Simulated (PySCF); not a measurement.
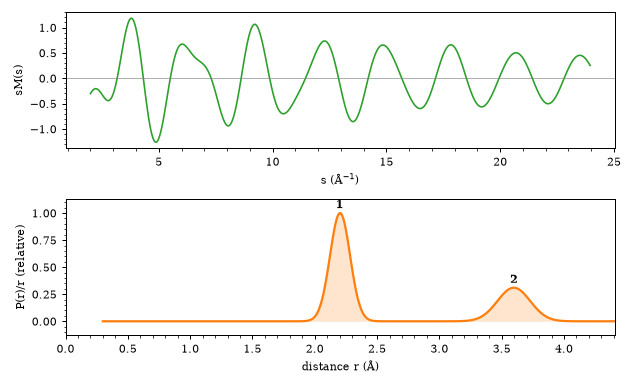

Simulated gas electron diffraction: reduced molecular intensity sM(s) from the Debye equation in the first Born approximation (top) and the radial distribution curve (bottom) of Cl4Ga (charge -1, ignored in the scattering factors). Each pair of atoms contributes with weight ZᵢZⱼ/r; damping constant 0.002 Å²; vibrational amplitudes assumed, not computed: 0.05 Å for bonds, 0.078 Å for bonds to H, 0.06 + 0.015 r up to 0.15 Å for other pairs. The geometry is the end point of an optimisation (PySCF 2.14.0, density-fitted response routines, PBE0-D3(BJ)/def2-SVP geometry optimisation, gas phase); it may be a saddle point or a higher isomer. SMILES: [Cl][Ga-]([Cl])([Cl])[Cl].

### Assign the numbered peaks of the radial distribution curve (– bonded, ··· not bonded).

Peak 1, 2.20 Å: Ga–Cl 2.20 Å (×4)
Peak 2, 3.60 Å: Cl···Cl 3.57–3.61 Å (×6)
